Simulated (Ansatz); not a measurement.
Al2F2H6N2

```xyz
12

Al   -0.2327    0.8097   -1.4365
Al   -1.6284    0.1317    0.8986
F    -1.0675    1.3681   -2.7687
F     1.4276    0.6555   -1.4948
N    -0.7732    1.7556    0.1496
N    -1.0420   -0.7962   -0.7520
H     0.0024    2.1277    0.6997
H    -1.4078    2.5365   -0.0244
H    -3.2097    0.3050    0.8794
H    -0.7807   -0.3953    2.1374
H    -0.3865   -1.5653   -0.6049
H    -1.7974   -1.1644   -1.3320
```

Geometry: PBE0-D4/def2-SVP.

These are results of isolated molecule in a Gaussian basis; Kohn-Sham density functional theory, functional PBE0 (Ansatz 0.2.0), not measurements.

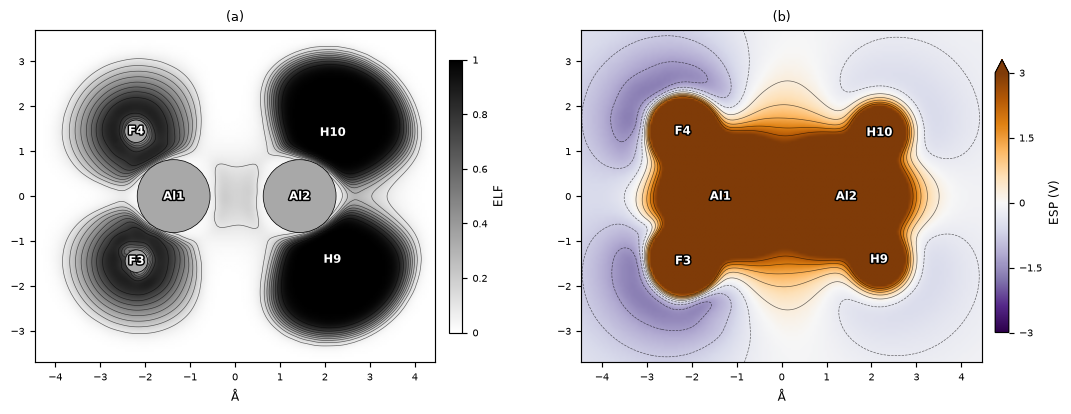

Figure 1. (a) electron localisation function; (b) molecular electrostatic potential on the plane of atoms H9, Al2 and H10. Grey discs cover the atomic cores in the ELF map.

Question: Read the bonding off the picture.

Answer:
- The plane passes through Al, F and H nuclei.
- Al–F (1.67 Å): the ELF peaks at about 0.85 in the valence shell of F, 0.6 Å from its nucleus, and is about 0.30 at the midpoint.
- Al–H (1.59 Å): the ELF climbs to about 1 towards the hydrogen.
- The ELF also peaks beside F3 and F4, away from the bonds: lone-pair regions.
- Outside the dense part of the molecule the potential is most negative (−1.7 V) near F3 and F4.

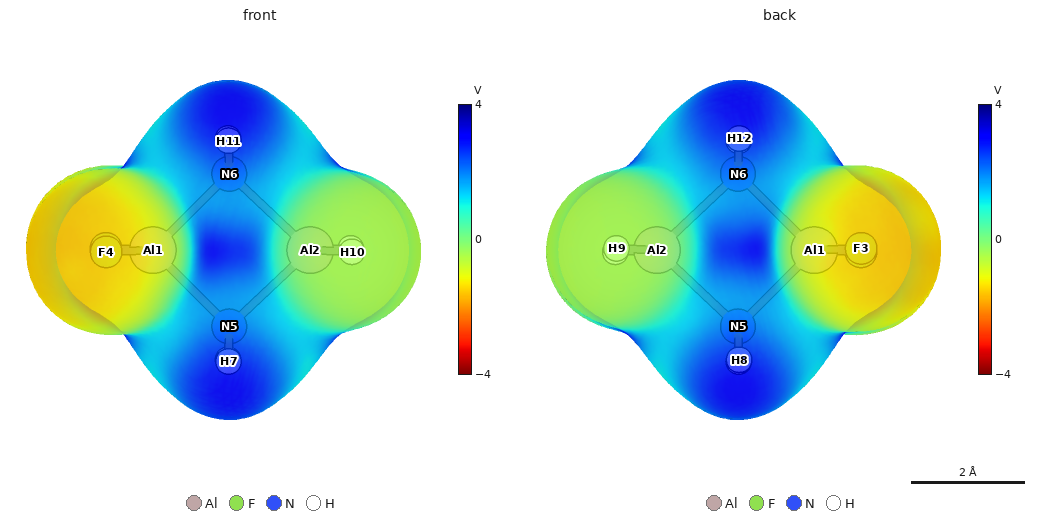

Figure 2. The electrostatic potential painted on the density surface at 0.004 e/bohr³, seen from the front and from behind; red is negative and blue positive.

Question: Describe the electrostatic potential map.

Answer: The most negative region (about −1.6 V, or −37 kcal/mol for a unit charge) lies over F3 and F4, the most positive (about +3.5 V, or +81 kcal/mol for a unit charge) over Al1.

Question: What dipole moment does the calculation give?

Answer: Its dipole moment is 1.79 D.

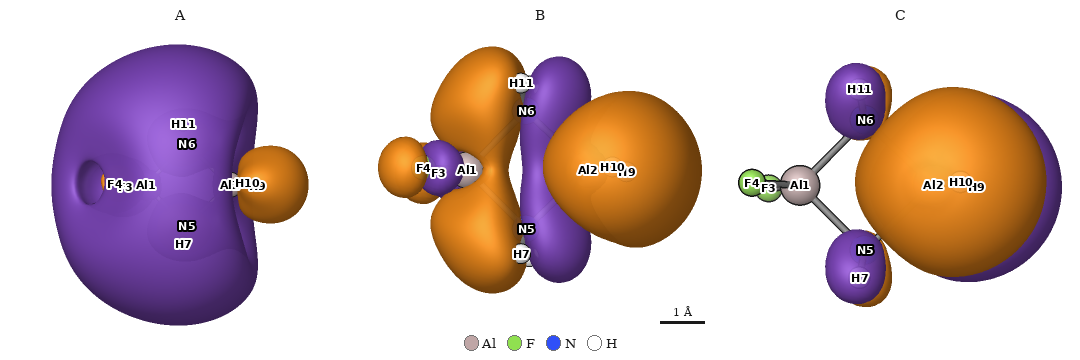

Figure 3. Three frontier orbitals at ±0.03 Å⁻³ᐟ² (orange and purple are the two phases), in no order.

Question: Which picture is the HOMO−1, the HOMO and the LUMO?

Answer: B is the HOMO−1 (−9.00 eV). Its weight (Hirshfeld) is mainly on Al2 (about 25 %), H9 (about 15 %), H10 (about 15 %), N5 (about 15 %) and N6 (about 15 %). C is the HOMO (−8.32 eV). It lies mainly on Al2 (about 35 %), H9 (about 30 %) and H10 (about 30 %). A is the LUMO (−0.48 eV). Its weight (Hirshfeld) is mainly on Al1 (about 30 %), Al2 (about 15 %), H7 (about 10 %), H8 (about 10 %), H11 (about 10 %) and H12 (about 10 %).

Question: What is the HOMO–LUMO gap?

Answer: 7.84 eV between the orbital energies.

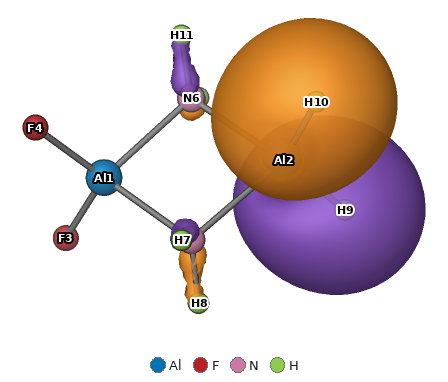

Figure 4. The HOMO at ±0.08 Å⁻³ᐟ² (orange and purple are the two phases), seen at an oblique angle.

Question: What is the character of this orbital?

Answer: It lies mainly on Al2 (about 35 %), H9 (about 30 %) and H10 (about 30 %). Its energy is −8.32 eV.
